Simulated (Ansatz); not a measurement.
## Molecular dynamics, with input and output: GeH4O2

- system: GeH4O2
- method: RKS PBE/def2-SVP (Ansatz 0.2.0)

One setting was made poor on purpose. It belongs to a series of runs on one base structure; here: an input spoilt on purpose.

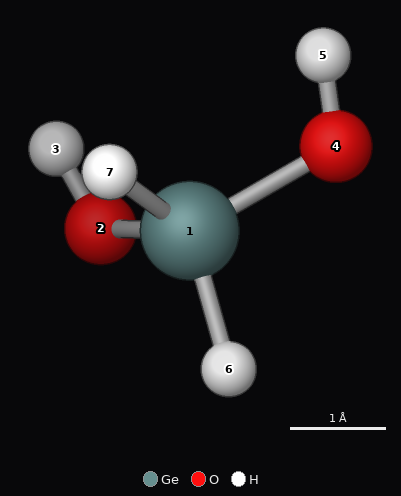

The starting structure (ball-and-stick view, seen at a tilt; atoms are numbered from 1 in the order of the input). Sticks mark near contacts. Bond lengths as drawn: Ge–H 1.54 to 1.56 Å, Ge–O 1.80 Å and H–O 0.97 Å.

## Input file
```yaml
crystal:
  periodic: [false, false, false]
  atoms:
    - { symbol: Ge, position_ang: [-0.141165, 0.045816, -0.090673] }
    - { symbol: O, position_ang: [-0.34769, 0.222578, 1.687592] }
    - { symbol: H, position_ang: [-0.255863, -0.63234, 2.14665] }
    - { symbol: O, position_ang: [1.592542, -0.070531, -0.555812] }
    - { symbol: H, position_ang: [1.953273, -0.958918, -0.380549] }
    - { symbol: H, position_ang: [-0.614521, 1.385359, -0.677892] }
    - { symbol: H, position_ang: [-0.901476, -1.225464, -0.580115] }
basis:
  gaussian: { orbitals: def2-SVP }
hamiltonian:
  xc: pbe
md:
  timestep: 0.5
  n_steps: 25
  ensemble: nvt_langevin
  temperature: 500.0
  initial_velocities: maxwell_boltzmann
  seed: 469719
  masses: [{ species: H, mass: 3.016 }]
  temperature_schedule: [{ n_steps: 500, end_temperature: 100.0 }]
```

Launched with:
```bash
ansatz run input.yaml --threads 2 --pin off --max-ram 3072MiB --backend cpu --events-out ev --progress --plain --runs-dir out
```

## Log
```
Error: invalid value for `md.temperature_schedule`: takes 500 steps (the sum of its n_steps), more than the run's md.n_steps: 25 — raise that, or shorten the schedule
```

## What the run reported

```csv
quantity,value
outcome,refused by the program
hardware,"2 threads of Arm Neoverse V1, 24 GiB of memory available, shared host"
```

## Diagnosis

The program refused the input: “invalid value for `md.temperature_schedule`: takes 500 steps (the sum of its n_steps), more than the run's md.n_steps: 25 — raise that, or shorten the schedule” A deliberately poor setting: bad input.
